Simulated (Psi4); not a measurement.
# B3LYP/6-31G(d) (Cartesian functions) run of GeH4S (SMILES [SH][GeH3])

Aim: the vertical singlet–triplet gap of GeH4S at B3LYP/6-31G* (Cartesian functions), from 2 runs. 

Program for the calculation: Psi4 1.11.

2 further runs of the same task are left out: 2 set aside as unsound or not needed.

## 1. Starting point

GeH4S has 6 atoms, charge 0, and is taken as a singlet. As SMILES, `[SH][GeH3]`. The shape is that of a PBE0-D4/def2-TZVP optimisation.

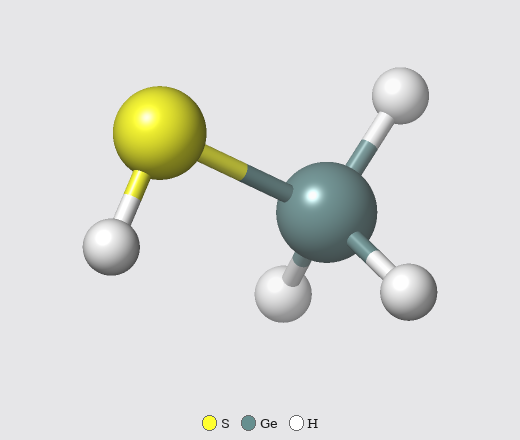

Viewed from a chosen angle; sulfur yellow, germanium teal, hydrogen white.

## 2. Energy and forces at B3LYP/6-31G(d) (Cartesian functions)

geh4s.inp

```
memory 1.6 GB

molecule system {
  0 1
  S
  Ge 1 R2
  H 1 R3 2 A3
  H 2 R4 1 A4 3 D4
  H 2 R5 4 A5 1 D5
  H 2 R6 4 A6 5 D6

  R2 = 2.224161
  R3 = 1.342915
  A3 = 94.57912
  R4 = 1.536357
  A4 = 110.40797
  D4 = 60.58601
  R5 = 1.536411
  A5 = 109.83317
  D5 = 122.02547
  R6 = 1.53261
  A6 = 110.6335
  D6 = 122.40453
  units angstrom
  symmetry c1
  no_reorient
  no_com
}

set globals {
  basis 6-31G*
  puream false
  e_convergence 1e-09
  d_convergence 1e-08
  scf_type pk
  dft_radial_points 99
  dft_spherical_points 590
}

E = gradient('b3lyp')
```

On the command line:

```
$ psi4 -i geh4s.inp -o geh4s.out -n 1
```

geh4s.out (excerpt; [...] marks lines left out):

```text
[...]
  Running in c1 symmetry.
[...]
  Nuclear repulsion =  176.863797472430264
[...]
  Multiplicity = 1
[...]
  Nalpha       = 26
  Nbeta        = 26
[...]
    Number of basis functions: 62
[...]
   @RKS iter   1: -2475.75266062979154   -1.70152e+00   4.70531e-02 ADIIS/DIIS
[...]
   @RKS iter  11: -2477.37186618122178   -1.13687e-11   9.12191e-09 DIIS
[...]
    Orbital Energies [Eh]
    ---------------------
    Doubly Occupied:
       1A   -398.773172     2A    -88.873400     3A    -49.830976
       4A    -44.355870     5A    -44.355072     6A    -44.354952
       7A     -7.938541     8A     -6.255258     9A     -5.902662
      10A     -5.899760    11A     -5.893434    12A     -4.427409
      13A     -4.425004    14A     -4.424607    15A     -1.230702
      16A     -1.229511    17A     -1.229142    18A     -1.226438
      19A     -1.226372    20A     -0.733245    21A     -0.559896
      22A     -0.415540    23A     -0.363022    24A     -0.353635
      25A     -0.323146    26A     -0.254508
[...]
  @RKS Final Energy: -2477.37186618122178
   => Energetics <=
    Nuclear Repulsion Energy =            176.8637974724302637
    One-Electron Energy =               -3798.5263671452617018
    Two-Electron Energy =                1229.7592917692604715
    DFT Exchange-Correlation Energy =     -85.4685882776507242
    Empirical Dispersion Energy =           0.0000000000000000
    VV10 Nonlocal Energy =                  0.0000000000000000
    Total Energy =                      -2477.3718661812217761
[...]
 Multipole Moments:
 ------------------------------------------------------------------------------------
     Multipole            Electronic (a.u.)      Nuclear  (a.u.)        Total (a.u.)
 ------------------------------------------------------------------------------------
 L = 1.  Multiply by 2.5417464519 to convert [e a0] to [Debye]
 Dipole X            :          0.0005645           -0.0005903           -0.0000258
 Dipole Y            :         -0.8764993            1.2462071            0.3697078
 Dipole Z            :          5.0299333           -4.5375029            0.4924304
 Magnitude           :                                                    0.6157691
[...]
  -Total Gradient:
     Atom            X                  Y                   Z
    ------   -----------------  -----------------  -----------------
       1        0.000006571655     0.003876128073     0.007318401191
       2       -0.000004351760     0.000772695977    -0.005211900059
       3       -0.000009236874    -0.004382859089     0.001128135368
       4        0.002107626336    -0.001244482029    -0.001187422109
       5       -0.002106969967    -0.001225961373    -0.001179949366
       6        0.000006298446     0.002204058109    -0.000867891717
[...]
```

Run time: 11 s. Hardware: 1 thread of Intel Xeon Platinum 8488C (Sapphire Rapids), shared host; peak memory 0.75 GiB.

## 3. The triplet at the same level

job.in

```
memory 1600 mb

molecule m {
  0 3
  S      1.59379501    -2.11157997     1.91278078
  Ge    -0.34015070     0.94769765    -0.22412152
  H      1.08564766    -3.91022130     0.19615357
  H     -3.15130729     0.31426145    -0.57806722
  H      0.91765101     1.32734363    -2.81323528
  H     -0.02570028     3.31174503     1.41918432
  units bohr
  symmetry c1
}

set {
  reference uks
  puream false
  e_convergence 1e-09
  d_convergence 1e-08
  scf_type pk
  dft_radial_points 99
  dft_spherical_points 590
  maxiter 200
}

gradient('b3lyp/6-31G*')
```

On the command line:

```
$ psi4 job.in job.out -n 1
```

job.out (excerpt; [...] marks lines left out):

```text
[...]
  Running in c1 symmetry.
[...]
  Nuclear repulsion =  176.863776559037291
[...]
  Multiplicity = 3
[...]
  Nalpha       = 27
  Nbeta        = 25
[...]
    Number of basis functions: 62
[...]
   @UKS iter   1: -2475.42874234972214   -1.37760e+00   4.78085e-02 DIIS/ADIIS
[...]
   @UKS iter  21: -2477.17307731633218    1.36424e-12   4.86039e-09 DIIS
[...]
   @S^2 Observed:                2.004614449E+00
[...]
  @UKS Final Energy: -2477.17307731633218
   => Energetics <=
    Nuclear Repulsion Energy =            176.8637765590372908
    One-Electron Energy =               -3798.3731207092359909
    Two-Electron Energy =                1229.7825159208530295
    DFT Exchange-Correlation Energy =     -85.4462490869869953
    Empirical Dispersion Energy =           0.0000000000000000
    VV10 Nonlocal Energy =                  0.0000000000000000
    Total Energy =                      -2477.1730773163321828
[...]
 Multipole Moments:
 ------------------------------------------------------------------------------------
     Multipole            Electronic (a.u.)      Nuclear  (a.u.)        Total (a.u.)
 ------------------------------------------------------------------------------------
 L = 1.  Multiply by 2.5417464519 to convert [e a0] to [Debye]
 Dipole X            :         -1.4100557            1.7910691            0.3810134
 Dipole Y            :          3.0933314           -4.1162732           -1.0229418
 Dipole Z            :         -1.1776845            1.4107932            0.2331087
 Magnitude           :                                                    1.1162082
[...]
  -Total Gradient:
     Atom            X                  Y                   Z
    ------   -----------------  -----------------  -----------------
       1       -0.053877873665     0.078316791825    -0.062654911585
       2        0.039653196676    -0.061078001086     0.044475171590
       3        0.001278624592    -0.000644270916     0.002047080095
       4        0.010803483610    -0.005125930924     0.005559777157
       5        0.001295501458    -0.007501381819     0.010788787109
       6        0.000847320644    -0.003967235534    -0.000215327079
[...]
```

It took 23 s on 1 thread of Intel Xeon Platinum 8488C (Sapphire Rapids), shared host; peak memory 0.74 GiB.

## 4. Summary of results

At B3LYP/6-31G* (Cartesian functions):

```
                                        quantity           value
                           singlet: total energy  -2477.37187 Eh
                          singlet: dipole moment          1.57 D
                            singlet: HOMO energy        -6.93 eV
                            singlet: LUMO energy        -0.25 eV
                          singlet: HOMO–LUMO gap         6.67 eV
               singlet: largest force on an atom      0.426 eV/Å
                           triplet: total energy  -2477.17308 Eh
                          triplet: dipole moment          2.84 D
     triplet: HOMO energy (highest over α and β)        -1.96 eV
                                   triplet: ⟨S²⟩           2.005
               triplet: largest force on an atom      5.854 eV/Å
vertical energy of the triplet above the singlet        5.409 eV
```

At this shape the triplet lies 5.41 eV (125 kcal/mol) above the singlet. The largest force (singlet) is 0.43 eV/Å: the shape isn't a stationary point for this species at this level.
